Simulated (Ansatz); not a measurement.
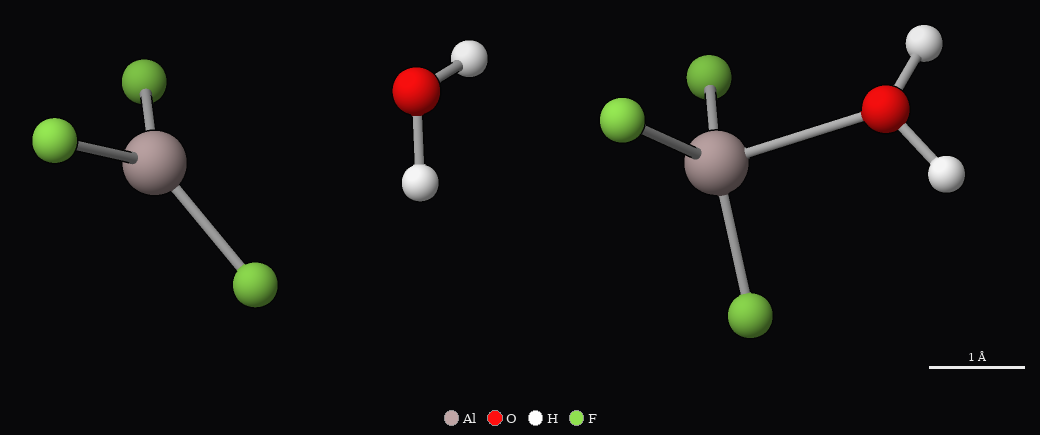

Two geometries of AlH$_{2}$OF$_{3}$, drawn at one scale. One is the start of a relaxation, the other its converged end. The picture is a ball-and-stick view, seen from a free direction.

Theory: RHF/def2-SVP (Ansatz 0.2.0). (no spin polarisation; force threshold 0.03 eV/Å; at most 50 steps)

Question: Which one is relaxed?

Answer: The right one is the relaxed one. The run prepares an end point of a later path (reaction) calculation, from a guessed geometry. After 8 accepted moves (9 points after the start) the energy has fallen by 25.1 kcal/mol. The largest force component goes from 1.2 to 0.029 eV/Å. The line search rejected the trial step at point 8 of the run. The largest move after the best rigid fit is that of an H atom, 0.70 Å. Largest moves by element: H 0.70 Å, O 0.59 Å, F 0.55 Å, Al 0.45 Å. Some distances before and after: Al–O 2.957 → 1.942 Å, H–O 0.971 → 0.951 Å, Al–F 1.629 → 1.646 Å, Al–F 1.667 → 1.654 Å. New bonds form, among them: Al–O (2.96 → 1.94 Å). Bond angles that change, for instance: F–Al–F 121.2° → 117.0°, H–O–H 105.3° → 109.4°, F–Al–F 119.4° → 117.1°. The run took 11 s on 1 thread of Arm Neoverse V2, with other jobs on the host, peak memory 0.15 GiB.

Limits of the set-up: Hartree-Fock leaves out electron correlation.
